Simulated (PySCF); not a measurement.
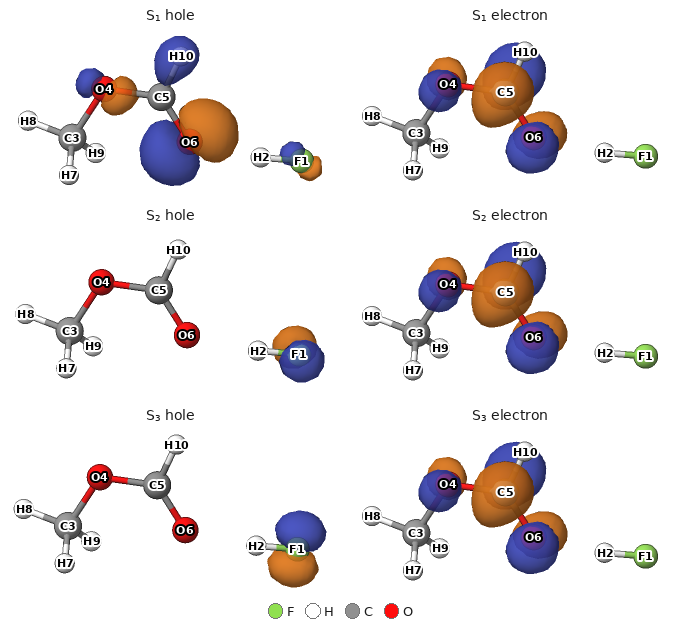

Figure. C2H5FO2, SMILES `F.COC=O`. Leading natural transition orbitals (TDA singlet states).

Computed with PySCF, B3LYP/def2-SVP, geometry: an unrelaxed start of a pair search. Without diffuse functions Rydberg states are missing, so the states' numbers hold for this basis only.

Coordinates in Å:

```
F1       3.0507   -0.2427   -0.1413
H2       2.1298   -0.2231    0.0986
C3      -2.0576   -0.7795   -0.0481
O4      -1.5950    0.5697   -0.1357
C5      -0.3159    0.7683    0.0476
O6       0.5047   -0.0747    0.2996
H7      -1.9862   -1.1338    0.9811
H8      -3.0932   -0.7687   -0.3763
H9      -1.4554   -1.4243   -0.6896
H10     -0.0876    1.8409   -0.0504
```

Question: Describe these excited states.

Answer: By state:
- S₁: 6.13 eV (202 nm), f = 0.003; the leading pair carries 100 %; hole on O6 (67 %), C5 (11 %) and O4 (8 %), electron on C5 (47 %), O6 (29 %) and O4 (15 %); their centroids lie 0.7 Å apart.
- S₂: 7.23 eV (172 nm), f = 0.004, charge transfer, whose energy this functional puts too low; the leading pair carries 100 %; hole on F1 (94 %) and H2 (5 %), electron on C5 (46 %), O6 (28 %) and O4 (15 %); their centroids lie 3.4 Å apart; S₃ lies within 0.1 eV of it.
- S₃: 7.24 eV (171 nm), f = 0.000 (very weak), charge transfer, whose energy this functional puts too low; the leading pair carries 100 %; hole on F1 (94 %) and H2 (5 %), electron on C5 (46 %), O6 (28 %) and O4 (15 %); their centroids lie 3.4 Å apart; S₂ lies within 0.1 eV of it.
